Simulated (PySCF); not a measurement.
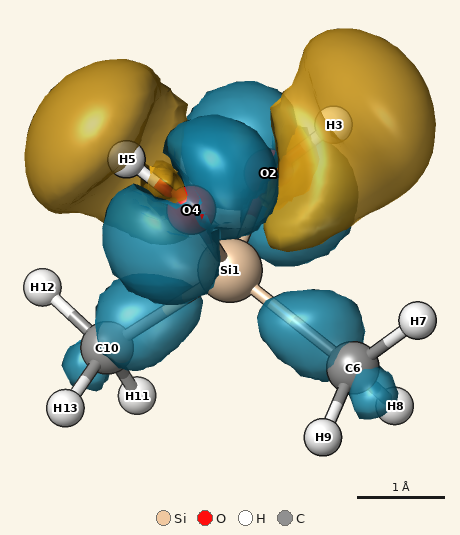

*Si(OH)2Me2 (C$_{2}$H$_{8}$O$_{2}$Si). Unrelaxed difference density of S₁ less the ground state (TDA singlet states), ±0.02 e/Å³; yellow: gain, teal: loss.*

PySCF calculation, LC-wPBE/6-31G*, gas phase; geometry: GFN2-xTB. No frequency check shows the geometry to be a minimum. Without diffuse functions Rydberg states are missing, so the states' numbers hold for this basis only.

Cartesian coordinates (Å):

```
Si1     -0.0003    0.0396    0.0000
O2       0.2811    0.9664    1.3221
H3      -0.3929    1.5501    1.6602
O4      -0.2809    0.9664   -1.3221
H5       0.3931    1.5501   -1.6602
C6      -1.5833   -0.9912    0.1481
H7      -2.4647   -0.3574    0.1482
H8      -1.5899   -1.5717    1.0651
H9      -1.6829   -1.6826   -0.6807
C10      1.5836   -0.9911   -0.1481
H11      1.6831   -1.6826    0.6807
H12      2.4649   -0.3573   -0.1482
H13      1.5901   -1.5716   -1.0651
```

### How does the charge move on excitation?

0.73 e is displaced in all, of which about 0.5 e passes between atoms: O2 and O4 (0.21 e each) lose electrons and H3 and H5 (0.16 e each) and Si1 (0.12 e) gain them. The state: 9.17 eV (135 nm), f = 0.030; the leading pair carries 78 %; hole on O2 and O4 (35 % each), Si1 (11 %) and C6 and C10 (6 % each), electron on Si1 (23 %), H3 and H5 (18 % each) and O2 and O4 (14 % each) (shares are of the whole state, not of the leading pair alone); their centroids lie 0.5 Å apart.

The PySCF run took 3.5 min on 1 thread of Arm Neoverse V1, with other jobs on the host, peak memory 0.56 GiB.
